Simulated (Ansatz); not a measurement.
Cell of rock-salt PbS (1 1 1) on germanium (1 1 1) (film strained to the substrate, started from cuts of the bulks and a machine-learned relaxation; metallic at this level, with no gap by band count; slabs Ge8 and Pb4S4, which can lie off the formulas), relaxed at this level with a, b, gamma of the cell held:

```yaml
crystal:
  lattice:
    - [4.07134, -0.00220, 0.11465]
    - [-2.03774, 3.52551, 0.08480]
    - [1.14261, -0.02358, 28.68053]
  atoms:
    - { symbol: Ge, position: [0.33229, 0.61648, 0.04040] }
    - { symbol: Ge, position: [0.27834, 0.58970, 0.12687] }
    - { symbol: Ge, position: [0.59265, 0.24685, 0.15651] }
    - { symbol: Ge, position: [0.53983, 0.22033, 0.24409] }
    - { symbol: Ge, position: [0.85430, 0.87757, 0.27308] }
    - { symbol: Ge, position: [0.81222, 0.85513, 0.36095] }
    - { symbol: Ge, position: [0.11816, 0.50817, 0.39571] }
    - { symbol: Ge, position: [0.63004, 0.76829, 0.46772] }
    - { symbol: Pb, position: [0.94129, 0.42099, 0.58619] }
    - { symbol: Pb, position: [0.20079, 0.05022, 0.71494] }
    - { symbol: Pb, position: [0.45585, 0.67798, 0.84395] }
    - { symbol: Pb, position: [0.70922, 0.30549, 0.97407] }
    - { symbol: S, position: [0.33697, 0.11960, 0.51306] }
    - { symbol: S, position: [0.58570, 0.74321, 0.64236] }
    - { symbol: S, position: [0.83560, 0.36763, 0.77098] }
    - { symbol: S, position: [0.08694, 0.99330, 0.89976] }
```

Level of theory: PBE (plane waves to 420 eV, PAW; Ansatz, an electronic-structure program). Scalar-relativistic, without spin–orbit coupling; the runs are not spin-polarised. Its k-point mesh 7×7×1, Fermi–Dirac width 0.05 eV.

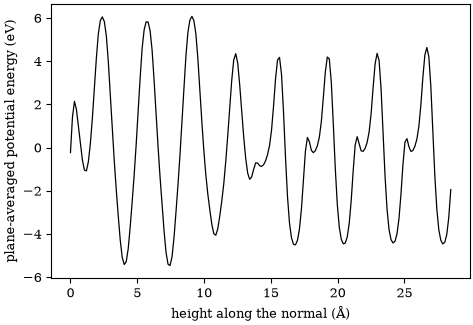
Figure. Smooth (PAW) electrostatic potential energy of an electron, averaged over planes, about its mean

The curve spans 11.5 eV over the stretch drawn.
